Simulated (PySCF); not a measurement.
## C$_{2}$H$_{6}$AlBrO: geometry relaxation (part 2 of 2)

Continued. System: C$_{2}$H$_{6}$AlBrO, SMILES CC[O][AlH][Br]. Method: PBE0-D3(BJ)/def2-SVP geometry optimisation, gas phase (PySCF 2.14.0). 

Geometry of the input (Å):
```
C  -1.5361  0.4620  -0.2540
C  -0.6653  -0.6260  0.2682
O  0.6677  -0.3573  -0.0255
Al 2.2496  0.1298  -0.3571
Br 3.6307  -1.0542  -1.6521
H  -1.4478  0.5793  -1.3395
H  -1.2709  1.4335  0.1988
H  -2.5797  0.2736  -0.0316
H  -0.9323  -1.5730  -0.1696
H  -0.7728  -0.7120  1.3668
H  2.6949  1.4185  0.2560
```

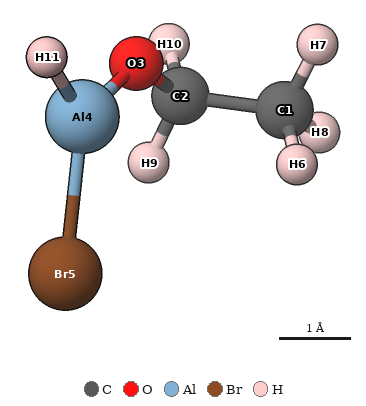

Figure 1. The geometry at step 24 of the log (ball-and-stick view, seen at a tilt; atoms are numbered from 1 in the order of the input).

Trajectory as extended XYZ, continued
```
11
Properties=species:S:1:pos:R:3:forces:R:3 step=17 energy=-80835.65007
C    -1.2763    0.5115   -0.8502   -0.0009  -0.0169  -0.0285
C    -0.7325   -0.4286    0.2042   -0.0332  -0.0468   0.0395
O     0.4095    0.1005    0.8177   -0.0405   0.0543  -0.0175
Al    2.0675    0.0289    0.5074    0.0488   0.0250  -0.0403
Br    2.7599   -1.4941   -1.0023    0.0391   0.0117   0.0090
H    -0.5480    0.6433   -1.6668   -0.0010   0.0001  -0.0052
H    -1.4896    1.4997   -0.4161   -0.0037  -0.0020  -0.0007
H    -2.2050    0.1146   -1.2882   -0.0046  -0.0017  -0.0040
H    -0.5140   -1.4124   -0.2540    0.0040  -0.0063   0.0064
H    -1.4944   -0.6035    0.9840   -0.0038   0.0064  -0.0045
H     3.0626    1.0080    1.2185   -0.0044  -0.0238   0.0459
11
Properties=species:S:1:pos:R:3:forces:R:3 step=18 energy=-80835.65436
C    -1.3016    0.4870   -0.8810    0.0267   0.0038  -0.0024
C    -0.7251   -0.4243    0.1815    0.0806  -0.0530   0.0691
O     0.4060    0.1419    0.7884    0.0699   0.0333  -0.0619
Al    2.0818    0.0607    0.5502   -0.1507   0.0074  -0.0239
Br    2.8263   -1.4497   -0.9490    0.0027   0.0123   0.0108
H    -0.5894    0.6220   -1.7111    0.0057  -0.0011   0.0062
H    -1.5291    1.4771   -0.4581   -0.0018  -0.0045  -0.0037
H    -2.2292    0.0649   -1.2970   -0.0002  -0.0085  -0.0061
H    -0.4783   -1.4074   -0.2633    0.0001   0.0004  -0.0185
H    -1.4785   -0.6155    0.9657   -0.0029   0.0310   0.0043
H     3.0567    1.0112    1.3279   -0.0299  -0.0211   0.0261
11
Properties=species:S:1:pos:R:3:forces:R:3 step=19 energy=-80835.65173
C    -1.2825    0.4607   -0.9320    0.0133   0.0062  -0.0040
C    -0.7158   -0.4146    0.1649    0.0587  -0.0144   0.0696
O     0.3666    0.2061    0.8105    0.1148  -0.0399  -0.0728
Al    2.0497    0.0907    0.6230   -0.1606   0.0294  -0.0046
Br    2.7877   -1.4114   -0.8872    0.0198   0.0084   0.0192
H    -0.5483    0.6032   -1.7413    0.0061  -0.0015   0.0089
H    -1.5516    1.4504   -0.5333   -0.0067  -0.0053  -0.0039
H    -2.1841    0.0048   -1.3689    0.0001  -0.0069  -0.0127
H    -0.4113   -1.3920   -0.2566   -0.0107   0.0017  -0.0191
H    -1.4927   -0.6268    0.9202   -0.0078   0.0341   0.0078
H     3.0220    0.9968    1.4549   -0.0270  -0.0118   0.0116
11
Properties=species:S:1:pos:R:3:forces:R:3 step=20 energy=-80835.65255
C    -1.2835    0.4436   -0.9532   -0.0057   0.0103  -0.0005
C    -0.7128   -0.4138    0.1555    0.0426  -0.0032   0.0319
O     0.3596    0.2265    0.7964    0.0544  -0.0502  -0.0285
Al    2.0434    0.1111    0.6486   -0.0871   0.0203   0.0026
Br    2.8188   -1.3769   -0.8562    0.0068  -0.0080   0.0037
H    -0.5468    0.5840   -1.7603    0.0087   0.0022   0.0036
H    -1.5632    1.4350   -0.5660   -0.0043  -0.0025  -0.0046
H    -2.1797   -0.0247   -1.3884    0.0083  -0.0049  -0.0120
H    -0.3964   -1.3916   -0.2561   -0.0069   0.0000  -0.0071
H    -1.4909   -0.6260    0.9098   -0.0024   0.0338   0.0088
H     2.9913    1.0009    1.5240   -0.0144   0.0022   0.0020
11
Properties=species:S:1:pos:R:3:forces:R:3 step=21 energy=-80835.65437
C    -1.2745    0.4436   -0.9600   -0.0021   0.0061   0.0015
C    -0.7191   -0.4148    0.1564   -0.0024   0.0047  -0.0060
O     0.3556    0.2175    0.7977    0.0014  -0.0378  -0.0098
Al    2.0366    0.1090    0.6528    0.0058   0.0123   0.0094
Br    2.8337   -1.3773   -0.8435   -0.0095  -0.0051  -0.0011
H    -0.5271    0.5784   -1.7581    0.0058   0.0031   0.0002
H    -1.5532    1.4373   -0.5780   -0.0031  -0.0008  -0.0034
H    -2.1678   -0.0206   -1.4056    0.0094  -0.0049  -0.0056
H    -0.4118   -1.3974   -0.2510   -0.0041  -0.0023   0.0092
H    -1.5034   -0.6130    0.9080   -0.0006   0.0202   0.0050
H     2.9708    1.0052    1.5355   -0.0007   0.0046   0.0005
11
Properties=species:S:1:pos:R:3:forces:R:3 step=22 energy=-80835.65549
C    -1.2555    0.4496   -0.9668    0.0019  -0.0037   0.0014
C    -0.7313   -0.4149    0.1606   -0.0384   0.0093  -0.0292
O     0.3473    0.1987    0.8098   -0.0254  -0.0196   0.0035
Al    2.0257    0.0972    0.6574    0.0738   0.0135   0.0109
Br    2.8341   -1.3892   -0.8340   -0.0215   0.0006   0.0012
H    -0.4893    0.5757   -1.7485    0.0020   0.0006  -0.0017
H    -1.5315    1.4465   -0.5915   -0.0025   0.0000  -0.0028
H    -2.1432   -0.0059   -1.4321    0.0042  -0.0016  -0.0024
H    -0.4400   -1.4052   -0.2397   -0.0036  -0.0049   0.0185
H    -1.5281   -0.5913    0.9044   -0.0022   0.0067  -0.0022
H     2.9515    1.0069    1.5346    0.0116  -0.0007   0.0028
11
Properties=species:S:1:pos:R:3:forces:R:3 step=23 energy=-80835.65501
C    -1.2306    0.4528   -0.9830    0.0069  -0.0086  -0.0003
C    -0.7437   -0.4113    0.1613   -0.0489   0.0081  -0.0275
O     0.3313    0.1893    0.8281   -0.0252  -0.0125  -0.0003
Al    2.0098    0.0876    0.6773    0.0807   0.0192   0.0116
Br    2.8197   -1.4001   -0.8124   -0.0222   0.0043   0.0047
H    -0.4416    0.5697   -1.7434   -0.0006  -0.0017  -0.0038
H    -1.5095    1.4534   -0.6199   -0.0019   0.0013  -0.0032
H    -2.1077    0.0013   -1.4716   -0.0002   0.0017  -0.0004
H    -0.4607   -1.4092   -0.2258   -0.0032  -0.0050   0.0191
H    -1.5582   -0.5683    0.8901   -0.0031   0.0007  -0.0038
H     2.9310    1.0029    1.5536    0.0177  -0.0076   0.0039
11
Properties=species:S:1:pos:R:3:forces:R:3 step=24 energy=-80835.65455
C    -1.2168    0.4539   -0.9937    0.0047  -0.0086  -0.0037
C    -0.7506   -0.4081    0.1606   -0.0253   0.0013  -0.0107
O     0.3226    0.1858    0.8371   -0.0120  -0.0038  -0.0013
Al    2.0027    0.0840    0.6922    0.0377   0.0163   0.0062
Br    2.8058   -1.4047   -0.7995   -0.0098   0.0022   0.0039
H    -0.4167    0.5637   -1.7435   -0.0009  -0.0035  -0.0034
H    -1.4965    1.4573   -0.6390   -0.0004   0.0014  -0.0036
H    -2.0888    0.0039   -1.4927   -0.0024   0.0039  -0.0018
H    -0.4722   -1.4108   -0.2173   -0.0024  -0.0030   0.0131
H    -1.5747   -0.5546    0.8807   -0.0028   0.0046  -0.0029
H     2.9250    0.9975    1.5694    0.0136  -0.0107   0.0042
11
Properties=species:S:1:pos:R:3:forces:R:3 step=25 energy=-80835.65428
C    -1.2123    0.4540   -1.0002    0.0065  -0.0035  -0.0052
C    -0.7533   -0.4050    0.1590   -0.0006  -0.0070   0.0094
O     0.3196    0.1866    0.8394    0.0020   0.0035  -0.0081
Al    2.0015    0.0828    0.7021   -0.0112   0.0101  -0.0020
Br    2.7978   -1.4061   -0.7923    0.0019  -0.0017   0.0021
H    -0.4093    0.5587   -1.7476    0.0005  -0.0034  -0.0028
H    -1.4909    1.4594   -0.6505    0.0016   0.0014  -0.0036
H    -2.0837    0.0046   -1.5006   -0.0008   0.0024  -0.0006
H    -0.4767   -1.4102   -0.2132   -0.0015  -0.0004   0.0066
H    -1.5809   -0.5468    0.8760   -0.0031   0.0090  -0.0005
H     2.9280    0.9899    1.5820    0.0046  -0.0104   0.0046
11
Properties=species:S:1:pos:R:3:forces:R:3 step=26 energy=-80835.65421
C    -1.2091    0.4542   -1.0038    0.0048  -0.0025  -0.0053
C    -0.7553   -0.4032    0.1585    0.0052  -0.0076   0.0115
O     0.3174    0.1870    0.8406    0.0059   0.0047  -0.0074
Al    1.9997    0.0814    0.7070   -0.0189   0.0082  -0.0043
Br    2.7960   -1.4073   -0.7876    0.0029  -0.0028   0.0015
H    -0.4041    0.5554   -1.7496    0.0005  -0.0037  -0.0017
H    -1.4866    1.4611   -0.6573    0.0026   0.0009  -0.0035
H    -2.0803    0.0057   -1.5055   -0.0005   0.0023  -0.0009
H    -0.4801   -1.4100   -0.2108   -0.0010  -0.0003   0.0054
H    -1.5851   -0.5417    0.8735   -0.0031   0.0106  -0.0002
H     2.9273    0.9855    1.5891    0.0016  -0.0096   0.0049
11
Properties=species:S:1:pos:R:3:forces:R:3 step=27 energy=-80835.65432
C    -1.2082    0.4546   -1.0054    0.0033  -0.0021  -0.0050
C    -0.7563   -0.4021    0.1582    0.0046  -0.0081   0.0098
O     0.3169    0.1874    0.8402    0.0042   0.0048  -0.0055
Al    1.9991    0.0799    0.7089   -0.0133   0.0071  -0.0061
Br    2.7970   -1.4088   -0.7851    0.0008  -0.0030   0.0013
H    -0.4028    0.5536   -1.7510    0.0010  -0.0036  -0.0016
H    -1.4843    1.4623   -0.6602    0.0031   0.0011  -0.0034
H    -2.0800    0.0069   -1.5068   -0.0003   0.0019  -0.0009
H    -0.4823   -1.4097   -0.2097   -0.0008  -0.0003   0.0057
H    -1.5867   -0.5386    0.8729   -0.0029   0.0109  -0.0002
H     2.9272    0.9823    1.5920    0.0002  -0.0086   0.0057
11
Properties=species:S:1:pos:R:3:forces:R:3 step=28 energy=-80835.65445
C    -1.2066    0.4553   -1.0075    0.0014  -0.0023  -0.0049
C    -0.7576   -0.4003    0.1580    0.0013  -0.0075   0.0057
O     0.3161    0.1882    0.8398    0.0000   0.0043  -0.0018
Al    1.9979    0.0775    0.7112   -0.0013   0.0063  -0.0078
Br    2.7976   -1.4117   -0.7815   -0.0023  -0.0028   0.0014
H    -0.4004    0.5511   -1.7527    0.0010  -0.0033  -0.0015
H    -1.4807    1.4643   -0.6643    0.0035   0.0009  -0.0034
H    -2.0791    0.0088   -1.5088    0.0004   0.0018  -0.0008
H    -0.4853   -1.4091   -0.2081   -0.0008  -0.0007   0.0065
H    -1.5889   -0.5339    0.8721   -0.0028   0.0106  -0.0002
H     2.9266    0.9777    1.5959   -0.0005  -0.0073   0.0066
11
Properties=species:S:1:pos:R:3:forces:R:3 step=29 energy=-80835.65449
C    -1.2032    0.4564   -1.0113    0.0006  -0.0026  -0.0045
C    -0.7598   -0.3975    0.1577   -0.0004  -0.0076   0.0038
O     0.3143    0.1892    0.8402   -0.0030   0.0040   0.0004
Al    1.9959    0.0740    0.7154    0.0057   0.0047  -0.0094
Br    2.7959   -1.4163   -0.7763   -0.0040  -0.0021   0.0016
H    -0.3951    0.5469   -1.7550    0.0013  -0.0030  -0.0019
H    -1.4742    1.4673   -0.6715    0.0036   0.0013  -0.0033
H    -2.0764    0.0117   -1.5130    0.0007   0.0014  -0.0008
H    -0.4902   -1.4082   -0.2050   -0.0008  -0.0005   0.0070
H    -1.5932   -0.5262    0.8703   -0.0024   0.0104  -0.0002
H     2.9256    0.9706    1.6026   -0.0013  -0.0060   0.0072
11
Properties=species:S:1:pos:R:3:forces:R:3 step=30 energy=-80835.65448
C    -1.2014    0.4569   -1.0130    0.0005  -0.0026  -0.0045
C    -0.7608   -0.3962    0.1576   -0.0003  -0.0065   0.0029
O     0.3135    0.1898    0.8406   -0.0029   0.0035   0.0015
Al    1.9950    0.0723    0.7172    0.0060   0.0047  -0.0094
Br    2.7942   -1.4186   -0.7742   -0.0037  -0.0017   0.0017
H    -0.3925    0.5448   -1.7560    0.0011  -0.0031  -0.0017
H    -1.4709    1.4688   -0.6749    0.0035   0.0010  -0.0034
H    -2.0750    0.0131   -1.5149    0.0006   0.0014  -0.0009
H    -0.4924   -1.4078   -0.2034   -0.0009  -0.0009   0.0070
H    -1.5952   -0.5225    0.8695   -0.0026   0.0102  -0.0001
H     2.9251    0.9673    1.6056   -0.0012  -0.0059   0.0069
```

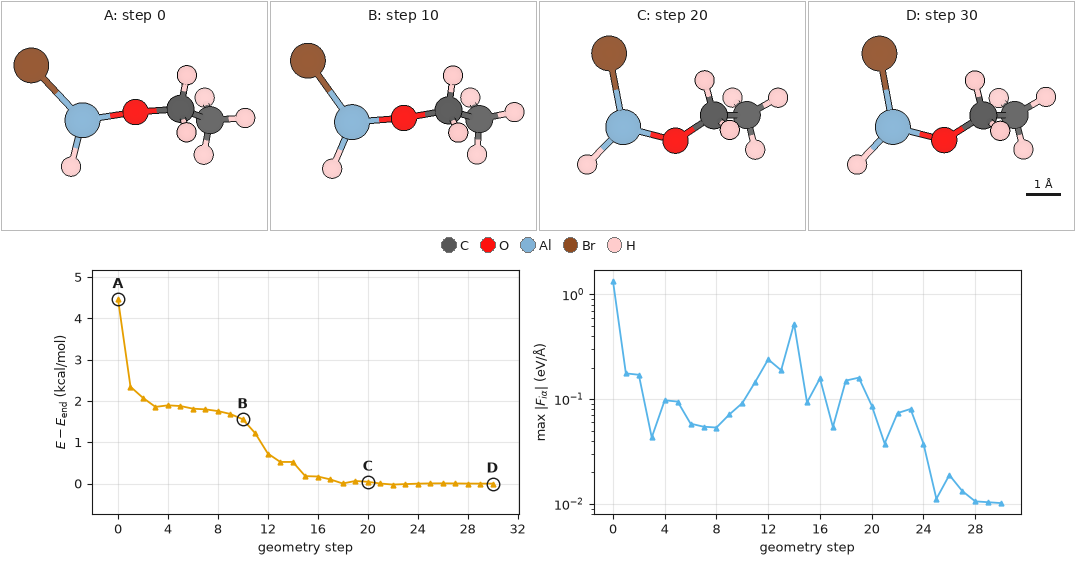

Figure 2. Frames of the relaxation (ball-and-stick view, seen at a tilt) above the curves, on which the letters mark them (steps are counted from 0).

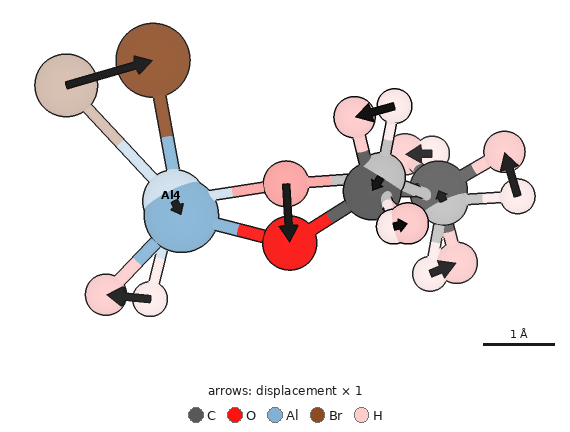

Figure 3. Start (faint) and end (solid) with the displacements as black arrows, at true length (ball-and-stick view, seen at a tilt). The two geometries are laid on each other by the best rigid fit. The largest move after the best rigid fit is that of Br5, 1.30 Å. By element the largest moves are Br 1.30 Å, O 0.84 Å, H 0.67 Å, C 0.23 Å, Al 0.23 Å. Among the contacts that change: Al4–H11 1.495 → 1.567 Å, C2–H9 1.077 → 1.107 Å, C1–C2 1.488 → 1.514 Å, Al4–Br5 2.233 → 2.255 Å. Among the angles that change: C2–O3–Al4 174.3° → 134.3°, O3–Al4–Br5 122.7° → 116.5°, O3–Al4–H11 116.6° → 120.6°. The energy falls by 4.47 kcal/mol in 30 geometry steps. Largest force component: 1.4 eV/Å at the start, 0.01 eV/Å at the end. (Atoms are counted from 1 in the order of the input.)

Key numbers

```csv
quantity,value
outcome,converged
total energy,−2970.655535 hartree
dipole moment,0.95 D
point group,C1
wall time,3.2 min
peak memory,0.5 GiB
```
